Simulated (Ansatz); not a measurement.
**Nudged elastic band of WH$_{7}$ClO$_{5}$ (part 2 of 2)**

The same run, continued: WH$_{7}$ClO$_{5}$; RHF/def2-SVP (Ansatz 0.2.0). It belongs to a series of runs on one base structure; here: band between the two ends.

Geometry of the input (Å):
```
W  -0.0833  0.1132  0.1579
H  0.4889  -0.0335  1.7185
Cl 2.1327  -1.1893  0.1678
O  -0.6846  1.7685  0.8909
H  -1.6188  1.9107  0.8083
O  -1.9356  0.1694  -0.3495
H  -2.3313  -0.6598  -0.5787
O  -0.6696  -1.6554  0.4794
H  0.0007  -2.2924  0.6915
O  0.5180  0.3934  -1.5847
H  1.4257  0.3610  -1.8534
O  1.6968  1.6098  0.4635
H  2.4941  1.2167  0.7974
H  1.4208  2.3301  1.0183
```

Log, continued
```
NEB iter  44: max|band force component| = 1.738e-1 eV/Å  barrier→ = 1.9899 eV  barrier← = 2.2843 eV  CI = image 3  Δτ_max = 0.0138 Å  (312 SCF iters)
the calculation of the forces begins
reference -24597.35934742 eV, -903.9362833286 hartree; 39, 39 occupied and 116, 116 virtual orbitals, 1611 factors
1618 factors; integrals over basis functions are off by at most 8.4e-4 eV
mean field -24595.07752548 eV, -903.8524279192 hartree, gradient 1.9e-5 eV, S^2 0.000000; 1 other end points of the search recorded, 0 dependent functions left out
the calculation of the forces begins
reference -24595.07752548 eV, -903.8524279192 hartree; 39, 39 occupied and 116, 116 virtual orbitals, 1618 factors
NEB iter  45: max|band force component| = 3.348e-2 eV/Å  barrier→ = 1.9896 eV  barrier← = 2.2840 eV  CI = image 3  Δτ_max = 0.0000 Å  (783 SCF iters)
```

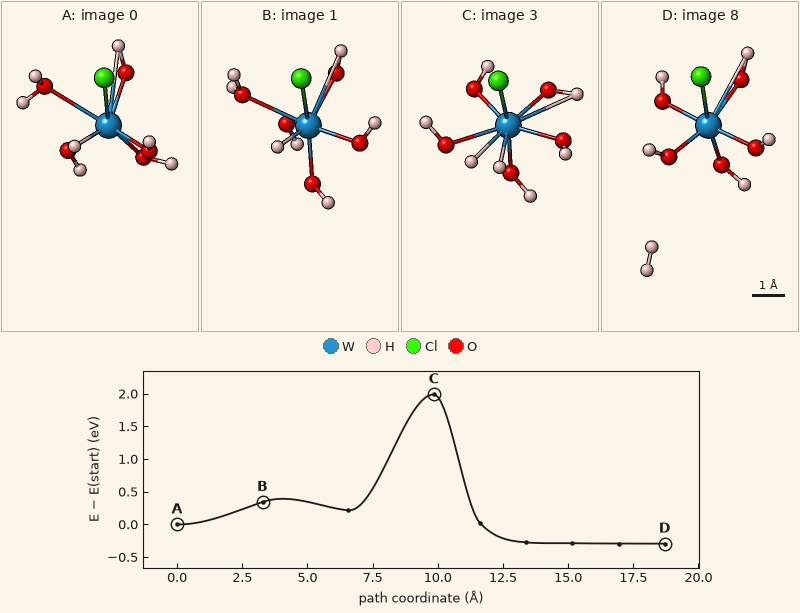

Images of the last band (counted from 0; ball-and-stick, seen at a tilt) above the energy along the path; the line is a cubic interpolation that uses the forces. The highest image is number 3, 1.990 eV above the start and 2.284 eV above the end (the climbing image); the end lies 0.294 eV below the start. The path is 18.71 Å long. The band converged in 45 iterations.

```
Total energy: -24595.07752548 eV, -903.8524279192 hartree
Atom 0 at     0.178733     0.373499     0.065356 Å, force     0.014399    -0.002317     0.018871 eV/Å
Atom 1 at     0.653167    -0.673385     1.650271 Å, force    -0.007057    -0.029795     0.002500 eV/Å
Atom 2 at     2.539909     0.091249    -0.203024 Å, force     0.000677    -0.002973     0.002113 eV/Å
Atom 3 at     0.277621     2.172302    -0.478761 Å, force    -0.002770     0.003750     0.004473 eV/Å
Atom 4 at     0.168934     2.369751    -1.399952 Å, force    -0.000081    -0.003507    -0.001838 eV/Å
Atom 5 at    -1.511072     0.336312     0.814026 Å, force     0.005549    -0.001567    -0.002521 eV/Å
Atom 6 at    -2.085518    -0.393939     0.996276 Å, force    -0.003677    -0.000838    -0.001071 eV/Å
Atom 7 at     0.019365    -1.519864    -0.343002 Å, force    -0.005423     0.001056     0.005819 eV/Å
Atom 8 at     0.438850    -2.181381     0.184899 Å, force     0.006009     0.004324    -0.003983 eV/Å
Atom 9 at    -0.295485     0.321265    -1.771609 Å, force    -0.007396     0.000408     0.001719 eV/Å
Atom 10 at    -0.397737    -0.559101    -2.112279 Å, force     0.002185     0.000380    -0.001256 eV/Å
Atom 11 at     0.689697     1.426562     1.790409 Å, force     0.023395     0.014245    -0.005188 eV/Å
Atom 12 at     1.335095     2.109059     1.655953 Å, force    -0.010622     0.009006     0.003236 eV/Å
Atom 13 at     0.842943     0.169973     1.978738 Å, force    -0.015189     0.007829    -0.022875 eV/Å
Dipole moment:    -0.331345    -0.429237     0.160065 e Å
this run last wrote the band of iteration 45 to [file]
```

The last band as extended XYZ (Å, eV, eV/Å)
```
14
Properties=species:S:1:pos:R:3:forces:R:3 image=0 energy=-24597.06713
W    -0.0833    0.1132    0.1579   -0.0132  -0.0057   0.0146
H     0.4889   -0.0335    1.7185    0.0002   0.0020  -0.0014
Cl    2.1327   -1.1893    0.1678   -0.0001  -0.0047  -0.0035
O    -0.6846    1.7685    0.8909   -0.0046  -0.0003  -0.0085
H    -1.6188    1.9107    0.8083    0.0045   0.0003   0.0010
O    -1.9356    0.1694   -0.3495    0.0032   0.0048   0.0068
H    -2.3313   -0.6598   -0.5787    0.0013  -0.0018   0.0008
O    -0.6696   -1.6554    0.4794    0.0031  -0.0034  -0.0059
H     0.0007   -2.2924    0.6915   -0.0007   0.0025   0.0007
O     0.5180    0.3934   -1.5847   -0.0219   0.0016   0.0000
H     1.4257    0.3610   -1.8534    0.0285  -0.0002  -0.0061
O     1.6968    1.6098    0.4635   -0.0092   0.0147   0.0012
H     2.4941    1.2167    0.7974    0.0034  -0.0007   0.0052
H     1.4208    2.3301    1.0183    0.0055  -0.0092  -0.0050
14
Properties=species:S:1:pos:R:3:forces:R:3 image=1 energy=-24596.72420
W    -0.0495    0.1295    0.1877   -0.0195   0.0035  -0.0082
H     0.2792   -0.3673    1.7389    0.0009   0.0108   0.0179
Cl    2.1894   -1.0867    0.3956   -0.0168  -0.0498   0.0373
O    -0.5982    1.9449   -0.0534   -0.0259   0.0025   0.0349
H    -1.5168    2.1132   -0.2029   -0.0589  -0.0034   0.0618
O    -1.8370    0.1141    0.8733   -0.0079  -0.0021  -0.0372
H    -2.2301   -0.7285    1.0535   -0.0140  -0.0073  -0.0453
O    -0.6898   -1.5543   -0.3690   -0.0195   0.0086   0.0046
H    -0.0946   -2.1133   -0.8507    0.0291  -0.0066   0.0319
O     0.7657    0.3199   -1.5278    0.0226   0.0306   0.0159
H     1.5706   -0.1175   -1.7648    0.0411   0.0373   0.0239
O     1.4199    1.5757    1.1625    0.0244   0.0139  -0.0140
H     2.3282    1.3296    1.2859    0.0311  -0.0298  -0.0635
H     1.3176    2.4829    0.8984    0.0134  -0.0080  -0.0600
14
Properties=species:S:1:pos:R:3:forces:R:3 image=2 energy=-24596.85167
W     0.1533    0.1217    0.1054    0.0154  -0.0144  -0.0084
H     0.7890   -0.7101    1.3911   -0.0030  -0.0071  -0.0020
Cl    2.5618    0.0913   -0.2130   -0.0034   0.0159   0.0098
O    -0.0571    2.0063   -0.2392    0.0116  -0.0007  -0.0074
H    -0.3478    2.2433   -1.1090    0.0156   0.0111  -0.0021
O    -1.4745    0.2081    1.0383   -0.0005  -0.0048  -0.0202
H    -1.8742   -0.5880    1.3597   -0.0202   0.0091   0.0040
O    -0.2973   -1.7519   -0.0861    0.0016   0.0003   0.0026
H    -0.6543   -2.0182   -0.9204    0.0296  -0.0037   0.0281
O     0.0838    0.0046   -1.8029   -0.0127   0.0103   0.0249
H     0.6101   -0.5970   -2.3100   -0.0283   0.0045  -0.0235
O     0.8621    1.4128    1.8917   -0.0115   0.0050  -0.0051
H     1.7780    1.3076    2.1180   -0.0015   0.0145  -0.0113
H     0.7215    2.3119    1.6037    0.0072  -0.0399   0.0108
14
Properties=species:S:1:pos:R:3:forces:R:3 image=3 energy=-24595.07753
W     0.1787    0.3735    0.0654    0.0144  -0.0023   0.0189
H     0.6532   -0.6734    1.6503   -0.0071  -0.0298   0.0025
Cl    2.5399    0.0912   -0.2030    0.0007  -0.0030   0.0021
O     0.2776    2.1723   -0.4788   -0.0028   0.0037   0.0045
H     0.1689    2.3698   -1.4000   -0.0001  -0.0035  -0.0018
O    -1.5111    0.3363    0.8140    0.0055  -0.0016  -0.0025
H    -2.0855   -0.3939    0.9963   -0.0037  -0.0008  -0.0011
O     0.0194   -1.5199   -0.3430   -0.0054   0.0011   0.0058
H     0.4389   -2.1814    0.1849    0.0060   0.0043  -0.0040
O    -0.2955    0.3213   -1.7716   -0.0074   0.0004   0.0017
H    -0.3977   -0.5591   -2.1123    0.0022   0.0004  -0.0013
O     0.6897    1.4266    1.7904    0.0234   0.0142  -0.0052
H     1.3351    2.1091    1.6560   -0.0106   0.0090   0.0032
H     0.8429    0.1700    1.9787   -0.0152   0.0078  -0.0229
14
Properties=species:S:1:pos:R:3:forces:R:3 image=4 energy=-24597.04437
W     0.0972    0.5911   -0.0900   -0.0227   0.0692  -0.0332
H     0.7272   -1.1173    2.5841    0.0416  -0.1410   0.2491
Cl    2.4475    0.0792   -0.3525   -0.0302   0.0052  -0.0795
O     0.2096    2.3045   -0.8319   -0.0378   0.0428  -0.0847
H     0.1703    2.4188   -1.7716   -0.0278   0.0337  -0.0815
O    -1.6541    0.5370    0.4954   -0.0309   0.0443  -0.0658
H    -2.1304   -0.2185    0.8161   -0.0032   0.0349  -0.0281
O    -0.0228   -1.3018    0.1581   -0.0095   0.0641   0.1162
H     0.6746   -1.9349    0.0738    0.0739   0.0685  -0.0567
O    -0.1932    0.2446   -1.9457    0.0107   0.0004  -0.0403
H    -0.2924   -0.6534   -2.2272    0.0040  -0.0059  -0.0347
O     0.6402    1.4351    1.4777   -0.0016  -0.0078  -0.0884
H     1.3166    2.0724    1.6586    0.0053  -0.0251   0.0093
H     0.8642   -0.4145    2.7822    0.0282  -0.1833   0.2185
14
Properties=species:S:1:pos:R:3:forces:R:3 image=5 energy=-24597.34196
W     0.0014    0.6082   -0.2558   -0.0069  -0.0151  -0.0386
H     0.5720   -0.9087    3.1112   -0.0001   0.0029   0.0164
Cl    2.3854    0.1191   -0.7059    0.0042   0.0070   0.0080
O     0.0806    2.2750   -1.1028   -0.0119   0.0198   0.0067
H     0.0537    2.4850   -2.0244   -0.0123  -0.0065  -0.0110
O    -1.7858    0.7055    0.1949   -0.0258   0.0186  -0.0140
H    -2.3240    0.0410    0.6057    0.0023   0.0015  -0.0063
O    -0.0310   -1.1319    0.4949    0.0161   0.0170   0.0106
H     0.6074   -1.8278    0.4602   -0.0046  -0.0021   0.0076
O    -0.1946   -0.1079   -1.9793   -0.0207  -0.0064   0.0050
H     0.4311   -0.5242   -2.5521    0.0224   0.0125  -0.0126
O     0.6855    1.4100    1.2577    0.0198  -0.0134  -0.0138
H     1.5360    1.7320    1.5181    0.0097  -0.0126   0.0007
H     0.8365   -0.8331    3.8048    0.0078  -0.0232   0.0412
14
Properties=species:S:1:pos:R:3:forces:R:3 image=6 energy=-24597.35470
W    -0.0023    0.4514   -0.4849    0.0051  -0.0087   0.0089
H     0.5237   -0.7003    4.1574    0.0066   0.0040   0.0127
Cl    2.4101   -0.0200   -0.8016   -0.0006   0.0002  -0.0075
O     0.0694    2.0464   -1.4643    0.0017  -0.0019  -0.0081
H     0.3421    2.9131   -1.2034    0.0026   0.0079   0.0141
O    -1.8010    0.5893   -0.0855   -0.0073   0.0039  -0.0041
H    -2.3225    0.0045    0.4493    0.0044  -0.0047  -0.0001
O    -0.0149   -1.1266    0.5540   -0.0091  -0.0012   0.0007
H     0.6735   -1.7027    0.8487    0.0008   0.0029   0.0021
O    -0.1380   -0.4493   -2.0909    0.0047  -0.0014  -0.0011
H     0.4821   -0.6559   -2.7750   -0.0007   0.0001  -0.0050
O     0.6686    1.4452    0.9574   -0.0025   0.0050  -0.0050
H     1.5598    1.5759    1.2451   -0.0011  -0.0036  -0.0023
H     0.4039   -0.3287    3.5209   -0.0045  -0.0025  -0.0055
14
Properties=species:S:1:pos:R:3:forces:R:3 image=7 energy=-24597.35935
W     0.0667    0.4234   -0.3782   -0.0022   0.0048  -0.0080
H     0.3564    0.0469    4.5816    0.0009   0.0015   0.0009
Cl    2.3902   -0.1710   -0.9948    0.0002  -0.0016   0.0054
O     0.1740    2.1399   -1.1249   -0.0026   0.0018   0.0027
H     0.0544    2.4104   -2.0232    0.0003  -0.0012  -0.0006
O    -1.6907    0.5956    0.1661    0.0016  -0.0009  -0.0006
H    -2.2260   -0.0697    0.5800   -0.0015   0.0013  -0.0011
O    -0.0337   -1.3344    0.3133    0.0041  -0.0012  -0.0003
H     0.5881   -2.0460    0.3050   -0.0002  -0.0018  -0.0021
O    -0.2535   -0.1812   -2.1223   -0.0019  -0.0012   0.0026
H     0.3462   -0.5323   -2.7635   -0.0005   0.0012  -0.0008
O     0.9010    1.1090    1.1221    0.0016  -0.0035   0.0001
H     1.7872    1.3900    1.2989    0.0000  -0.0001   0.0005
H     0.3944    0.2617    3.8671    0.0002   0.0010   0.0015
14
Properties=species:S:1:pos:R:3:forces:R:3 image=8 energy=-24597.36155
W     0.1356    0.2660   -0.3468   -0.0045   0.0065  -0.0024
H    -0.0673    1.0393    4.5486    0.0030  -0.0004  -0.0083
Cl    2.3740   -0.1824   -1.3065   -0.0026   0.0008   0.0032
O     0.1242    2.0682   -0.8638   -0.0015  -0.0097   0.0009
H    -0.1161    2.4516   -1.6943    0.0006   0.0031  -0.0013
O    -1.5429    0.3174    0.4247    0.0062  -0.0050  -0.0010
H    -2.0098   -0.4123    0.8122   -0.0005   0.0040  -0.0016
O     0.1342   -1.5705    0.1117    0.0000   0.0022   0.0010
H     0.7532   -2.2598   -0.0744    0.0016  -0.0005  -0.0016
O    -0.3847   -0.1150   -2.1056    0.0042   0.0015   0.0047
H     0.1390   -0.3592   -2.8542   -0.0024  -0.0007  -0.0006
O     1.1411    0.7706    1.1198   -0.0015  -0.0012  -0.0019
H     2.0451    1.0291    1.2274   -0.0005  -0.0014   0.0001
H     0.1288    0.9994    3.8284   -0.0020   0.0008   0.0088
```

Key numbers

| quantity | value |
| --- | --- |
| outcome | converged |
| barrier, forward | 1.990 eV |
| barrier, backward | 2.284 eV |
| wall time | 9.6 min (CPU time 35 min) |
| peak memory | 0.53 GiB |

The order of the saddle point was not checked.
